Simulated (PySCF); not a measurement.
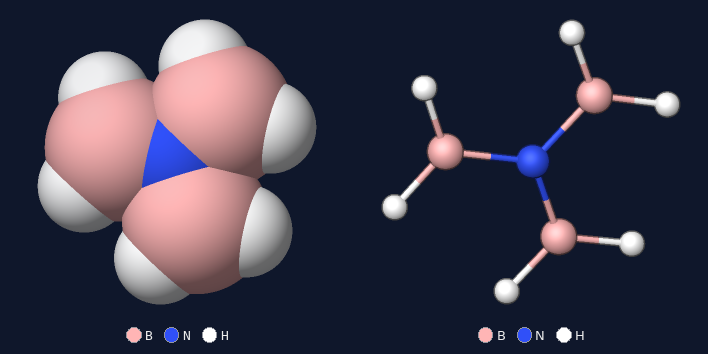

Both panels show the same species.

Computed geometry: PBE0-D3(BJ)/def2-SVP optimisation. No frequency run is at hand to confirm it as a minimum.

Question: Give the formula.

Answer: B₃H₆N, 10 atoms: 3 boron, 6 hydrogen and 1 nitrogen.

Question: Name some functional groups or characteristic bonds that it holds.

Answer: Among them: B–H bond.

Question: Write the SMILES.

Answer: BN(B)B

The parts below concern this one geometry. Atoms keep their numbers from picture to picture.

### Symmetry

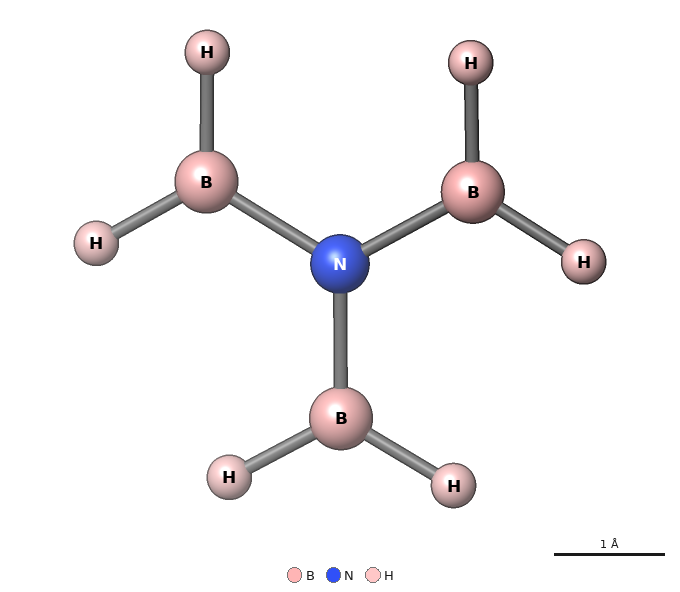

Distant atoms are faded towards the background colour. No frequency run is at hand to confirm it as a minimum. Masses are those of the most abundant isotopes; constants are for the rigid equilibrium geometry.

Question: Classify the rotor and give the rotational constants (GHz).

Answer: An oblate symmetric top (D3h): A = B = 10.0, C = 5.02 GHz.

### Charges

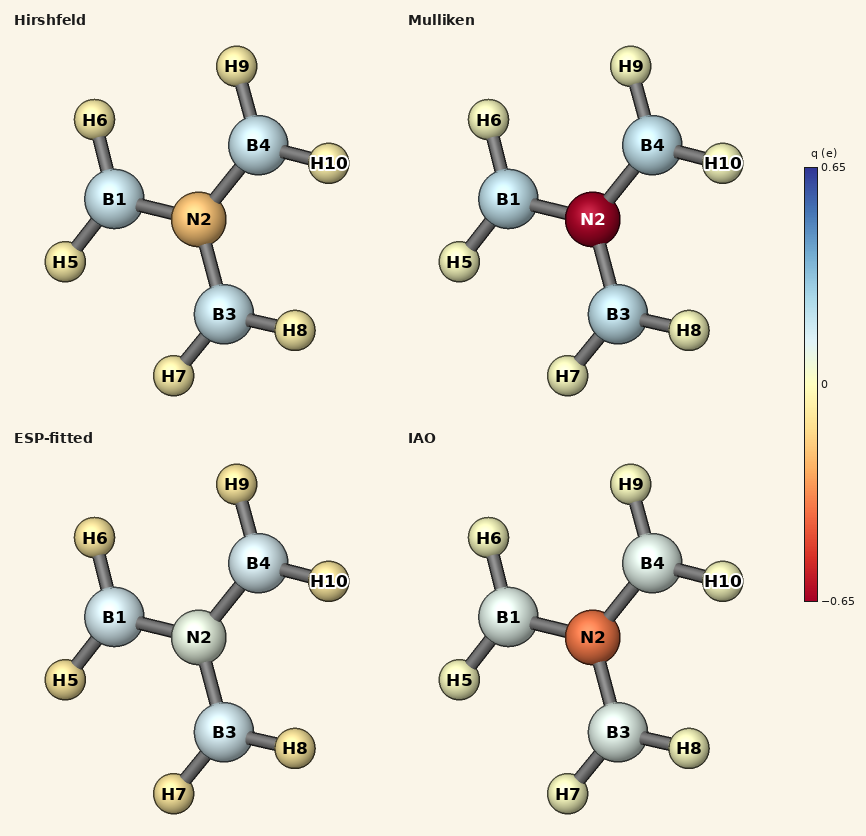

Atomic charges of one calculation by 4 schemes, on one colour scale. No frequency run is at hand to confirm it as a minimum. Method: PBE0/pcSseg-1 (PySCF 2.14.0).

Question: Which scheme gives the most polar picture (largest mean size of the charges)?

Answer: The Mulliken charges are the largest in size here, and the IAO charges the smallest.

List the charges (e), one line for each set of equivalent atoms.

```json
{"atom": "B1, B3, B4", "Hirshfeld": "0.18", "Mulliken": "0.19", "ESP-fitted": "0.15", "IAO": "0.10"}
{"atom": "N2", "Hirshfeld": "−0.20", "Mulliken": "−0.64", "ESP-fitted": "0.08", "IAO": "−0.36"}
{"atom": "H5, H6, H7…", "Hirshfeld": "−0.06", "Mulliken": "0.01", "ESP-fitted": "−0.09", "IAO": "0.01"}
```

### Core levels

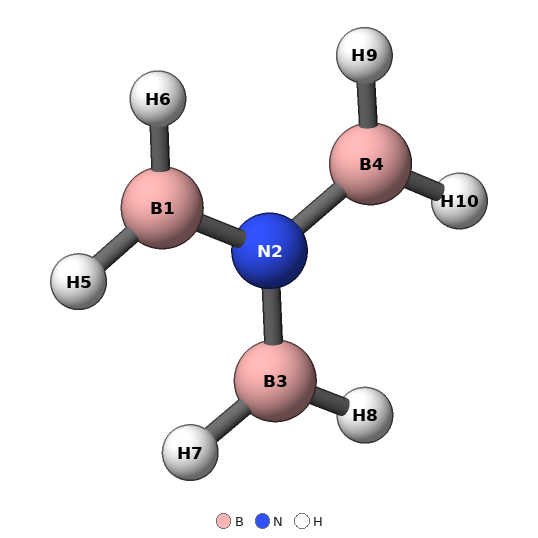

No frequency run is at hand to confirm it as a minimum. Method: delta-SCF UKS SCAN, pcX-2 on the ionised atom, pcseg-1 elsewhere, spin-free X2C (PySCF 2.14.0).

Give the core-electron binding energies (to vacuum) of B1 1s, N2 1s.

```csv
atom,level,binding energy (eV)
B1,1s,196.7
N2,1s,405.4
```

### Levels of theory compared

No frequency run is at hand to confirm it as a minimum. Program: PySCF 2.14.0.

At this fixed geometry, give HOMO–LUMO gap (eV) at these levels: B3LYP/pcJ-1; BHandHLYP/aug-pcX-1 (pcseg-1 on H); PBE0/pcSseg-1; PBE0/pcSseg-1 in acetone (IEF-PCM); PBE0/pcSseg-1 in chloroform (IEF-PCM); ωB97X-D/def2-SVPD; ωB97X-D/def2-SVPD in acetone (IEF-PCM); ωB97X-D/pcSseg-2.

| level | HOMO–LUMO gap (eV) |
| --- | --- |
| B3LYP/pcJ-1 | 7.06 |
| BHandHLYP/aug-pcX-1 (pcseg-1 on H) | 9.87 |
| PBE0/pcSseg-1 | 7.43 |
| PBE0/pcSseg-1 in acetone (IEF-PCM) | 7.51 |
| PBE0/pcSseg-1 in chloroform (IEF-PCM) | 7.48 |
| ωB97X-D/def2-SVPD | 11.29 |
| ωB97X-D/def2-SVPD in acetone (IEF-PCM) | 11.36 |
| ωB97X-D/pcSseg-2 | 11.27 |

### Spin–spin coupling

No frequency run is at hand to confirm it as a minimum. Level of theory: B3LYP/pcJ-1 indirect spin-spin coupling, non-relativistic, gas phase (PySCF 2.14.0). Isotopes: 11B, 1H, 15N.

Give the spin–spin coupling constants of these pairs, with the number of bonds between them: B1/H5, N2/B4, B3/H7, B4/H9, N2/H8, B1/H10, B1/H7, B3/H10.

| pair | bonds apart | J (Hz) |
| --- | --- | --- |
| B1, H5 | 1 | 149.0 |
| N2, B4 | 1 | −18.1 |
| B3, H7 | 1 | 149.1 |
| B4, H9 | 1 | 149.1 |
| N2, H8 | 2 | −3.3 |
| B1, H10 | 3 | 6.7 |
| B1, H7 | 3 | 5.9 |
| B3, H10 | 3 | 5.9 |

Mulliken values depend strongly on the basis set and can even reverse the polarity of a bond.
